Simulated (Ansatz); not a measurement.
## Electronic structure of C6H15Ga in real space

The calculation's input:

```
crystal:
  periodic: [false, false, false]
  atoms:
    - {symbol: C, position_ang: [-0.927224, -2.495627, 1.350855]}
    - {symbol: C, position_ang: [-1.308862, -1.221078, 0.603990]}
    - {symbol: C, position_ang: [-1.519228, -1.484301, -0.882463]}
    - {symbol: Ga, position_ang: [-0.034337, 0.266718, 0.966563]}
    - {symbol: C, position_ang: [0.601526, 1.498798, -0.463985]}
    - {symbol: C, position_ang: [1.780615, 0.834679, -1.176630]}
    - {symbol: C, position_ang: [0.983225, 2.876997, 0.057625]}
    - {symbol: H, position_ang: [-1.685585, -3.277004, 1.218015]}
    - {symbol: H, position_ang: [-0.811862, -2.325508, 2.424338]}
    - {symbol: H, position_ang: [0.018165, -2.908711, 0.983532]}
    - {symbol: H, position_ang: [-2.260060, -0.861011, 1.024436]}
    - {symbol: H, position_ang: [-2.284951, -2.252182, -1.047829]}
    - {symbol: H, position_ang: [-1.832897, -0.587363, -1.423019]}
    - {symbol: H, position_ang: [-0.602189, -1.845187, -1.359466]}
    - {symbol: H, position_ang: [0.534125, 0.443201, 2.436047]}
    - {symbol: H, position_ang: [-0.213376, 1.605384, -1.189977]}
    - {symbol: H, position_ang: [2.158374, 1.469897, -1.987592]}
    - {symbol: H, position_ang: [1.513193, -0.129193, -1.620135]}
    - {symbol: H, position_ang: [2.621967, 0.663750, -0.495988]}
    - {symbol: H, position_ang: [0.136787, 3.397536, 0.514258]}
    - {symbol: H, position_ang: [1.769544, 2.813053, 0.816306]}
    - {symbol: H, position_ang: [1.363060, 3.517180, -0.748890]}
basis:
  gaussian: {orbitals: def2-TZVPP}
hamiltonian: {xc: pbe0, dispersion: d4}
output: {orbitals: {seedname: orbitals}}
```

Command:

```sh
ansatz run in.yaml --threads 5 --pin off --events-out ev --progress --plain --max-ram 66560MiB --backend cuda --devices 0, --max-vram 37GiB
```

Geometry: PBE0-D4/def2-TZVP.

The calculation used Ansatz 0.2.0, RKS PBE0-D4/def2-TZVPP.

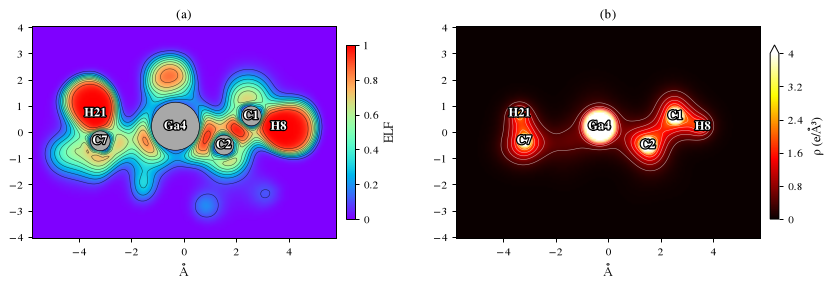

Figure 1. (a) electron localisation function; (b) electron density on the plane of atoms C2, C1 and H8. Grey discs cover the atomic cores in the ELF map.

Q: What do the fields say about this system?

A:
- Atoms in the plane: C, Ga and H.
- C–C (1.53 Å): ρ is about 1.6 e/Å³ halfway; the ELF peaks at about 0.95 between the atoms (a covalent bond).
- C–Ga (1.99 Å): ρ at the midpoint is about 0.77 e/Å³; the ELF peaks at about 0.90 in the valence shell of C, 0.7 Å from its nucleus, and is about 0.60 at the midpoint.
- C–H (1.10 Å): ρ at the midpoint is about 2 e/Å³; the ELF climbs to about 1 towards the hydrogen, as it does in any bond to H (an ordinary covalent bond to hydrogen).

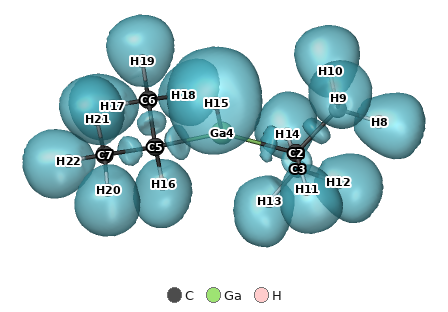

Figure 2. Isosurface of the electron localisation function at 0.85 (cyan), seen from one side. Core shells and regions of very low density are left out.

Q: What do the ELF domains correspond to?

A: The ELF exceeds this value in four regions between bonded C–C atoms (shared pairs), 15 regions around hydrogen nuclei and two lobes of the valence shell of C pointing towards Ga (polar bonds).


C–C (1.52 Å): the ELF peaks at about 0.95 between the atoms; localised, covalent bonding.

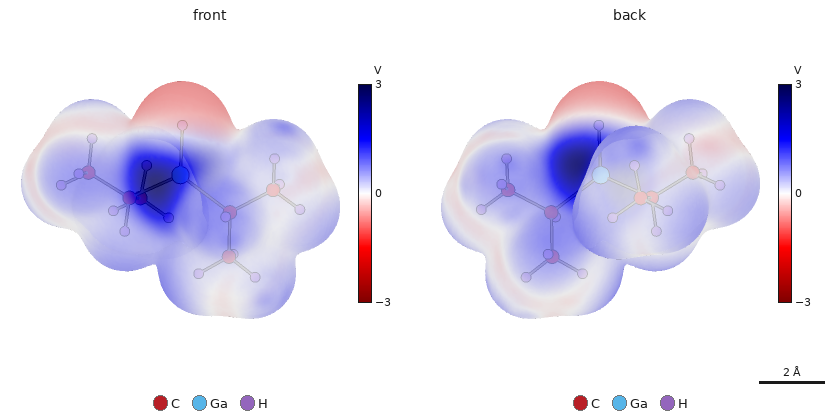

Figure 3. The molecular electrostatic potential painted on the density surface at 0.002 e/bohr³, seen from the front and from behind; the colour scale runs from red (negative) to blue (positive).

Q: Which sites attract a positive test charge, and which a negative one?

A: A positive charge is drawn to the negative regions and a negative charge to the positive ones. The most negative region (about −0.6 V) lies over H15, the most positive (about +2.6 V) over Ga4.
